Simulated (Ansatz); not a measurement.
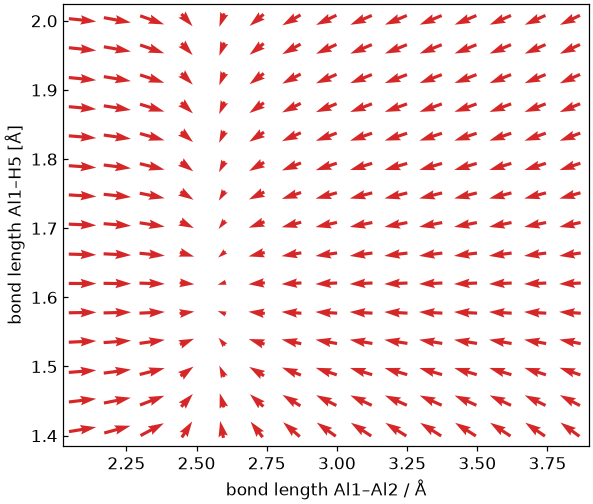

Al₂BrH₃, SMILES [AlH2][AlH][Br]. Coordinates scanned: (1) bond length Al1–Al2; (2) bond length Al1–H5. Nothing is relaxed (all other coordinates rigid). Grid: 15 × 15 points. The reference is spin-restricted, which grows unreliable where a bond is stretched far. Theory: RKS SPW92 (LDA)/def2-TZVP (Ansatz).

In the figure: arrows along the force (downhill), their lengths compressed.

Q: The arrows alone are given. Where is the energy lowest?

A: The arrows converge at about bond length Al1–Al2 = 2.553 Å, bond length Al1–H5 = 1.601 Å (read from the interpolated surface).

The energy map of the same scan:

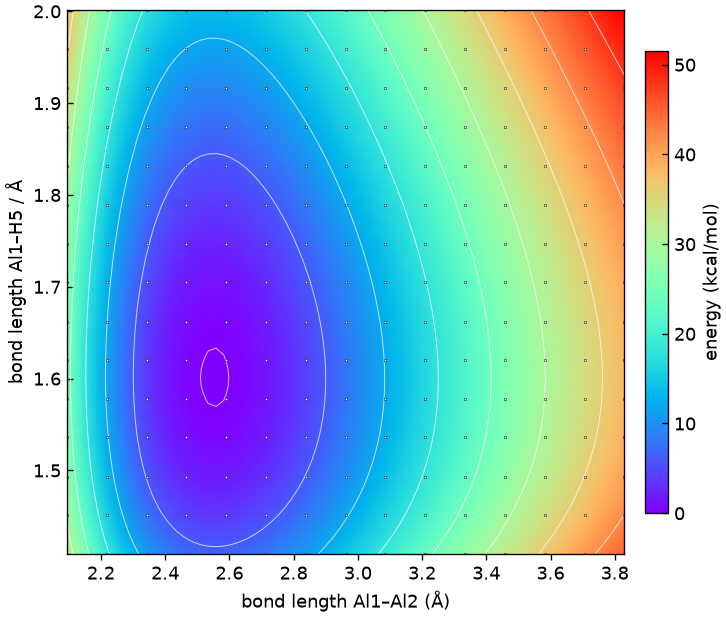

Energies are in kcal/mol, from the lowest grid point; between grid points the surface is interpolated.
